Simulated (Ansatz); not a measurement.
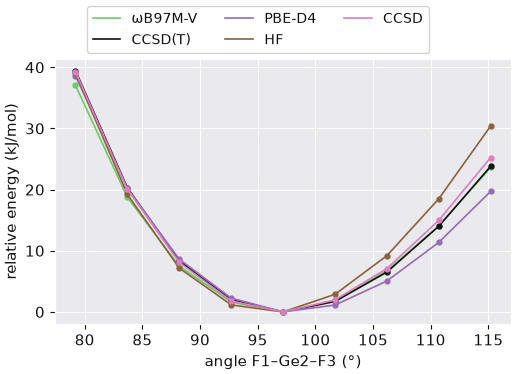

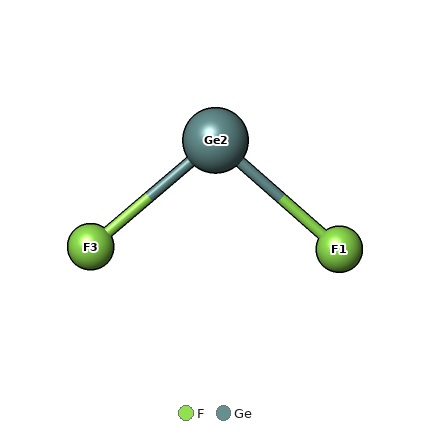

Rigid scan of the bend F1–Ge2–F3 in GeF₂, SMILES [F][Ge][F], singlet. The Ansatz code, def2-TZVPP, cores frozen in correlated methods. A bend is scanned from the minimum (PBE0-D4/def2-TZVP); energies less that of the minimum at the same level; the first-named atom and what hangs on it turn in the plane. On heavy atoms the filled d shell below the valence is correlated. Straight lines join the computed points.

> Which curve follows CCSD(T) best, and which worst?

Best CCSD, worst HF; largest departures: CCSD 1.4, ωB97M-V 2.4, PBE-D4 4.1, HF 6.6 kJ/mol. CCSD(T) is in the same finite basis, not at its limit.

> How far can the coupled-cluster curve be trusted along the scan?

The calculation's T1 diagnostic reaches at most 0.015 (at 79°), under the customary mark of 0.02, so it gives no sign of multireference character.

Known limits of this run: no scalar relativity up to krypton.
